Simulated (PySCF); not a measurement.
**C₃H₈SeSi: geometry, electronic excitations**

What electronic excitations should C₃H₈SeSi (`[SiH3][Se]C1CC1`) show?

Computed with PySCF 2.14.0, with density-fitted response routines of our own, on a single molecule in the gas phase. Atoms count from 0, in the outputs and in this text.

## 1. The starting structure

13 atoms, charge 0, multiplicity 1; geometry from: GFN2-xTB. The atoms were then displaced at random by about 0.01 Å, so the start is not that level's minimum.

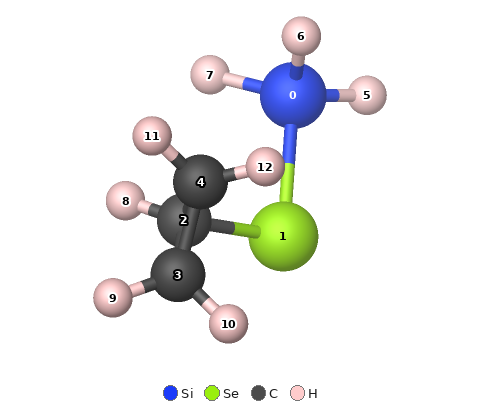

As it starts; silicon blue, selenium green, carbon dark grey, hydrogen pink, atoms numbered.

## 2. Optimising the geometry at PBE0-D3(BJ)/def2-SVP

What the job is given:

```
{"job": {"xc": "PBE0", "basis": "def2-SVP", "d3": "d3bj", "grid": 1, "shake": 0.01, "kind": "geom"}, "charge": 0, "multiplicity": 1}
Si     2.482600    -0.196220    -0.432890
Se     0.516700    -1.152630    -1.113570
C     -0.712910     0.211500    -0.435570
C     -2.044550    -0.173640    -0.026770
C     -1.078740     0.202830     1.008240
H      3.490830    -1.126090    -0.797710
H      2.404430     0.066760     1.002820
H      2.631760     1.105050    -1.148500
H     -0.548770     1.170730    -0.905260
H     -2.888440     0.500860    -0.241870
H     -2.359400    -1.221690    -0.085070
H     -1.175890     1.161250     1.527140
H     -0.711810    -0.565590     1.638690
```

On the command line:

```
$ OMP_NUM_THREADS=1 python probes_run.py task.json out
```

One launch serves the whole session: the jobs run in the order shown.

The program printed:

```text
step   0  E = -2809.14336987  max force = 0.049911
step   1  E = -2809.15051984  max force = 0.008179
step   2  E = -2809.15087656  max force = 0.003040
step   3  E = -2809.15095760  max force = 0.000841
step   4  E = -2809.15098344  max force = 0.000650
step   5  E = -2809.15100146  max force = 0.000548
step   6  E = -2809.15100501  max force = 0.000424
optimisation converged
```

Run time: 53 s. Hardware: 1 thread of Arm Neoverse V1, shared host; peak memory 0.52 GiB.

Relaxation path:

| step | energy from step 0 (eV) | largest force component (eV/Å) |
| --- | --- | --- |
| 0 | 0.0000 | 2.5665 |
| 1 | -0.1946 | 0.4206 |
| 2 | -0.2043 | 0.1563 |
| 3 | -0.2065 | 0.0432 |
| 4 | -0.2072 | 0.0334 |
| 5 | -0.2077 | 0.0282 |
| 6 | -0.2078 | 0.0218 |

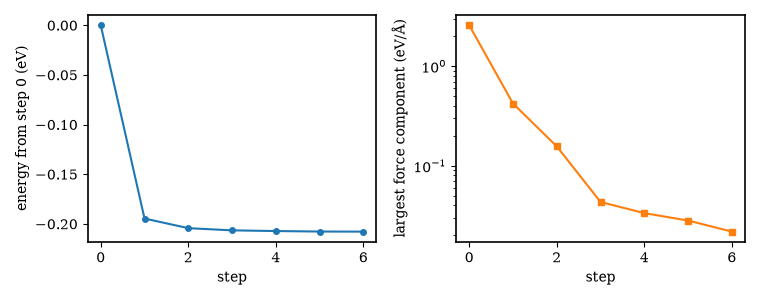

Energy and force, step by step.

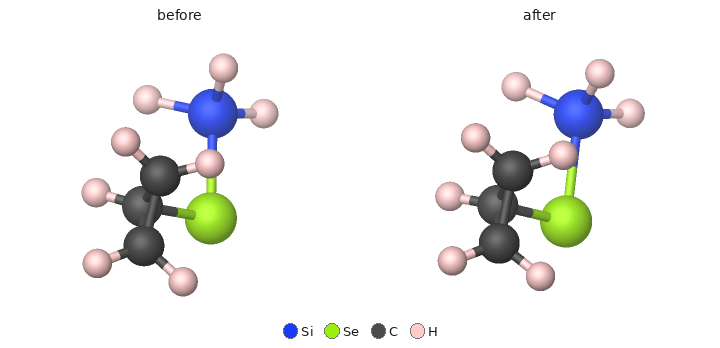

Before and after, at one scale.

Distances of close pairs at the start and the end, largest changes first:

| bond | before (Å) | after (Å) | change (Å) |
| --- | --- | --- | --- |
| Si0–H5 | 1.419 | 1.492 | +0.073 |
| C2–C3 | 1.445 | 1.498 | +0.053 |
| C4–H12 | 1.060 | 1.094 | +0.034 |
| C3–C4 | 1.465 | 1.498 | +0.033 |
| Si0–H6 | 1.462 | 1.495 | +0.033 |
| Se1–C2 | 1.958 | 1.936 | -0.022 |
| C2–H8 | 1.081 | 1.094 | +0.013 |
| Si0–Se1 | 2.290 | 2.278 | -0.012 |

The next job starts from the end point, and lists it.

| at the end point | value |
| --- | --- |
| point group (found at 0.08 Å tolerance) | C1 |
| rotational constants (GHz, main isotopes) | 4.131, 1.749, 1.318 |
| dipole moment (D) | 1.46 |

## 3. TDDFT and polarisability: PBE0/aug-cc-pVDZ

What the job is given:

```
{"job": {"kind": "uv", "xc": "PBE0", "basis": "aug-cc-pVDZ"}, "charge": 0, "multiplicity": 1}
Si     2.267178    -0.377228    -0.333949
Se     0.349534    -1.170899    -1.273394
C     -0.790894     0.232817    -0.583501
C     -2.157821    -0.136921    -0.094535
C     -1.112498     0.311772     0.880064
H      3.356652    -1.308115    -0.751030
H      2.166249    -0.349295     1.156932
H      2.574242     1.005419    -0.811593
H     -0.690998     1.173100    -1.133368
H     -2.980738     0.540813    -0.337008
H     -2.430754    -1.195617    -0.094536
H     -1.199775     1.306574     1.325744
H     -0.672448    -0.443946     1.536801
```

With the program's defaults for keys left out, this is: TDDFT PBE0/aug-cc-pVDZ, vertical, gas phase, core orbitals frozen in the response.

The program printed:

```text
coarse grid: 49064 points
cycle   1  E = -2809.5714755825  dE = -4.248e-01  |g| = 2.576e-01  |ddm| = 8.619e+00
cycle   2  E = -2809.5687715987  dE =  2.704e-03  |g| = 2.860e-01  |ddm| = 1.513e+00
cycle   3  E = -2809.5920501941  dE = -2.328e-02  |g| = 3.425e-02  |ddm| = 7.209e-01
cycle   4  E = -2809.5922940647  dE = -2.439e-04  |g| = 2.029e-02  |ddm| = 1.148e-01
cycle   5  E = -2809.5924073540  dE = -1.133e-04  |g| = 4.272e-03  |ddm| = 4.331e-02
cycle   6  E = -2809.5924116495  dE = -4.296e-06  |g| = 1.379e-03  |ddm| = 1.160e-02
final grid: 101600 points
cycle   7  E = -2809.5924254372  dE =  1.902e-07  |g| = 1.681e-03  |ddm| = 1.245e-02
cycle   8  E = -2809.5924248442  dE =  5.930e-07  |g| = 2.265e-03  |ddm| = 7.620e-03
cycle   9  E = -2809.5924262155  dE = -1.371e-06  |g| = 1.978e-04  |ddm| = 4.193e-03
cycle  10  E = -2809.5924262272  dE = -1.174e-08  |g| = 2.853e-05  |ddm| = 4.602e-04
cycle  11  E = -2809.5924262274  dE = -2.174e-10  |g| = 2.537e-06  |ddm| = 6.672e-05
converged SCF energy = -2809.5924262274

Static polarisability (au): isotropic 93.262, principal 76.365 89.611 113.810

Singlet excitations
state   eV       nm        f      main configurations
  1   4.9093    252.5   0.00579   H->L 0.88
  2   5.4840    226.1   0.02201   H->L+2 0.58, H->L+1 0.36
  3   5.6922    217.8   0.00529   H->L+1 0.56, H->L+2 0.32
  4   6.0458    205.1   0.02004   H->L+3 0.85, H->L+4 0.09
  5   6.1184    202.6   0.00468   H->L+4 0.73, H->L+5 0.08
  6   6.2644    197.9   0.00929   H->L+5 0.71, H->L+7 0.11, H->L+4 0.08
  7   6.4274    192.9   0.00347   H->L+6 0.68, H-1->L 0.20
  8   6.4809    191.3   0.00708   H->L+7 0.66, H->L+5 0.17, H-1->L 0.08
  9   6.7108    184.8   0.05701   H-1->L 0.40, H->L+6 0.22, H-1->L+2 0.20
 10   6.9693    177.9   0.00478   H->L+8 0.95

Triplet excitations (Tamm-Dancoff, eV): 4.5020 5.0804 5.5145 5.8433
```

It took 30 s on 1 thread of Arm Neoverse V1, shared host; peak memory 0.8 GiB.

The orbitals next to the gap, with their largest atomic shares:

| orbital | eV | atoms |
| --- | --- | --- |
| HOMO−3 | -9.40 | C2 19 %, Si0 16 %, C4 15 % |
| HOMO−2 | -8.76 | C3 26 %, C4 22 %, Se1 18 % |
| HOMO−1 | -8.02 | Se1 39 %, C2 18 %, Si0 13 % |
| HOMO | -6.59 | Se1 73 %, Si0 8 %, C2 8 % |
| LUMO | -0.29 | Se1 31 %, Si0 30 %, H6 9 % |
| LUMO+1 | -0.06 | H11 17 %, H8 17 %, H9 12 % |
| LUMO+2 | 0.20 | Se1 33 %, Si0 33 %, C2 13 % |

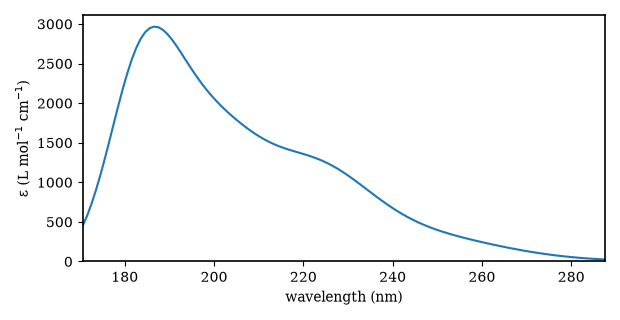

Absorption spectrum: each of the 10 states is a Gaussian band of 0.4 eV half-width at 1/e. Beyond the last state computed it falls off for lack of states.

Further results of this job:

| property | computed |
| --- | --- |
| dipole moment (D) | 1.55 |
| polarisability (Å³) | 13.82 |
| HOMO–LUMO gap (eV) | 6.30 |
| −ε(HOMO) (eV) | 6.59 |

## 4. TDDFT and polarisability: PBE0/def2-TZVPD

The job, as its differences from that of step 3:

```diff
@@ -1,2 +1,2 @@
-{"job": {"kind": "uv", "xc": "PBE0", "basis": "aug-cc-pVDZ"}, "charge": 0, "multiplicity": 1}
+{"job": {"kind": "uv", "xc": "PBE0", "basis": "def2-TZVPD"}, "charge": 0, "multiplicity": 1}
 Si     2.267178    -0.377228    -0.333949
```

Method: TDDFT PBE0/def2-TZVPD, vertical, gas phase, core orbitals frozen in the response.

The program printed:

```text
coarse grid: 49064 points
cycle   1  E = -2809.6364179474  dE = -4.825e-01  |g| = 3.756e-01  |ddm| = 3.496e+00
cycle   2  E = -2809.6351828014  dE =  1.235e-03  |g| = 3.448e-01  |ddm| = 1.091e+00
cycle   3  E = -2809.6592919382  dE = -2.411e-02  |g| = 7.761e-02  |ddm| = 5.254e-01
cycle   4  E = -2809.6607736563  dE = -1.482e-03  |g| = 1.794e-02  |ddm| = 1.322e-01
cycle   5  E = -2809.6608357371  dE = -6.208e-05  |g| = 1.031e-02  |ddm| = 2.797e-02
cycle   6  E = -2809.6608606232  dE = -2.489e-05  |g| = 8.993e-04  |ddm| = 1.088e-02
cycle   7  E = -2809.6608608204  dE = -1.972e-07  |g| = 2.933e-04  |ddm| = 1.772e-03
final grid: 101600 points
cycle   8  E = -2809.6608865432  dE = -5.187e-08  |g| = 3.530e-04  |ddm| = 1.471e-02
cycle   9  E = -2809.6608865283  dE =  1.489e-08  |g| = 4.416e-04  |ddm| = 1.283e-03
cycle  10  E = -2809.6608865720  dE = -4.378e-08  |g| = 3.898e-05  |ddm| = 4.751e-04
cycle  11  E = -2809.6608865725  dE = -4.138e-10  |g| = 9.482e-06  |ddm| = 5.320e-05
converged SCF energy = -2809.6608865725

Static polarisability (au): isotropic 93.073, principal 76.338 89.332 113.548

Singlet excitations
state   eV       nm        f      main configurations
  1   4.9336    251.3   0.00480   H->L 0.93
  2   5.5368    223.9   0.01873   H->L+1 0.93
  3   5.9750    207.5   0.00946   H->L+2 0.93
  4   6.2700    197.7   0.00301   H->L+4 0.58, H->L+6 0.22, H->L+3 0.14
  5   6.3016    196.8   0.02564   H->L+3 0.78, H->L+4 0.16
  6   6.4043    193.6   0.00222   H-1->L 0.34, H->L+7 0.27, H->L+5 0.26
  7   6.5214    190.1   0.00827   H->L+6 0.61, H->L+5 0.19, H->L+4 0.16
  8   6.6083    187.6   0.03898   H->L+5 0.49, H-1->L 0.20, H->L+7 0.10
  9   6.7532    183.6   0.03105   H->L+7 0.52, H-1->L 0.21, H-1->L+1 0.17
 10   7.0927    174.8   0.14645   H-1->L+1 0.74, H-1->L 0.14

Triplet excitations (Tamm-Dancoff, eV): 4.5074 5.1183 5.7435 5.8115
```

Wall time 49 s (1 thread of Arm Neoverse V1, shared host); peak memory 1.2 GiB.

This run: HOMO -6.64 eV, LUMO -0.25 eV; lowest singlet 4.93 eV.

## 5. Side by side: electronic excitations

Excitations and ground-state properties, with basis size and wall time:

| run | lowest singlet (eV) | brightest (eV) | f | gap (eV) | α (Å³) | μ (D) | functions | time |
| --- | --- | --- | --- | --- | --- | --- | --- | --- |
| PBE0/aug-cc-pVDZ | 4.91 | 6.71 | 0.057 | 6.30 | 13.82 | 1.55 | 204 | 30 s |
| PBE0/def2-TZVPD | 4.93 | 7.09 | 0.146 | 6.39 | 13.79 | 1.54 | 283 | 49 s |

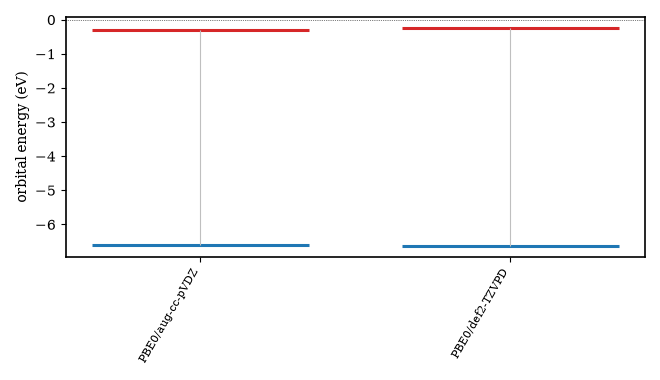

HOMO (blue) and LUMO (red) run by run.

## 6. Summary of results

| quantity | value |
| --- | --- |
| point group | C1 |
| rotational constants (main isotopes) | 4.13, 1.75, 1.32 GHz |
| lowest singlet (PBE0/aug-cc-pVDZ) | 4.91 eV (253 nm), f = 0.006 |
| brightest single state of those computed | state 9, 6.71 eV, f = 0.057 |
| lowest triplet | 4.50 eV |
| range of the lowest singlet | 4.91 to 4.93 eV |

The optimisation took 6 steps and gained 0.208 eV; among the close pairs (by a distance rule), Si0–H5 changed most, from 1.419 to 1.492 Å. No frequency check was run at this level, so the end point may be a saddle. The first singlet state (HOMO→LUMO 0.88) lies at 4.91 eV and is weak; of the 10 states computed, the strongest absorption comes from state 9 at 6.71 eV. The lowest triplet lies 0.41 eV below the lowest singlet (triplets in Tamm-Dancoff, singlets in full TDDFT). States above −ε(HOMO) lie where TDDFT describes them poorly and they hang on the basis; the brightest is among them. The lowest singlet runs from 4.91 eV (PBE0/aug-cc-pVDZ) to 4.93 eV (PBE0/def2-TZVPD), while the orbital gap spans 6.30 to 6.39 eV. The lowest state need not be the same one in every run.
